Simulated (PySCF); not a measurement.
Input

```
{"job": {"kind": "nmr", "xc": "PBE0", "basis": {"default": "pcSseg-1", "Al": "pcSseg-2"}}, "charge": 0, "multiplicity": 1}
Al    -1.323275    -0.684880    -0.783534
H     -2.565997    -1.331069    -1.523358
N      0.009696    -1.653437     0.228296
Al    -0.090011    -0.344904     1.649243
H     -0.171842    -0.669267     3.197475
N     -1.411343     0.632627     0.629296
Al    -0.015264     1.665484    -0.221415
H     -0.023802     3.235513    -0.431667
N      0.084884     0.339616    -1.625346
Al     1.419145    -0.643799    -0.628423
H      2.757329    -1.247648    -1.222775
N      1.306869     0.673437     0.783719
H      0.016020    -2.660411     0.363957
H     -2.269791     1.020033     1.010905
H      0.138327     0.548288    -2.618446
H      2.104726     1.086467     1.258504
```

Launched as:

```sh
OMP_NUM_THREADS=1 python probes_run.py task.json out
```

Geometry: PBE0-D3(BJ)/def2-SVP.

Computed with PySCF, PBE0/pcSseg-1 Al:pcSseg-2, SCF density, gas phase, non-relativistic.

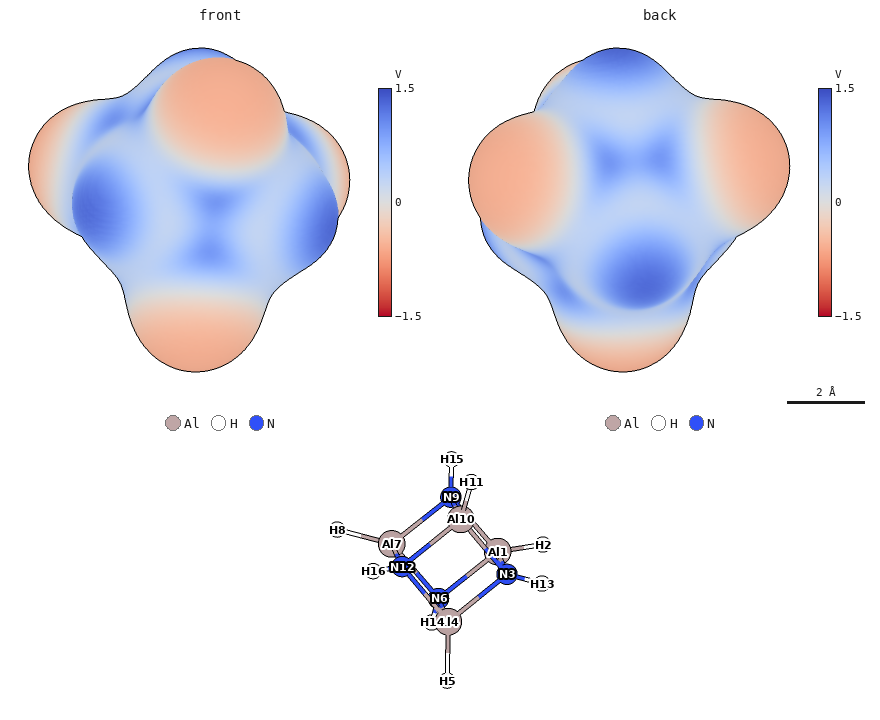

Al$_{4}$H$_{8}$N$_{4}$. The electrostatic potential painted on the density surface at 0.001 e/bohr³, seen from the front and from behind; the colour scale runs from red (negative) to blue (positive). The bare structure is drawn below in the same view.

Describe the electrostatic potential map.

Answer. The most negative region (about −0.6 V) lies over H2, H5, H8 and H11, the most positive (about +1.2 V) over H13, H14, H15 and H16.

What dipole moment does the calculation give?

Answer. Its dipole moment is zero.
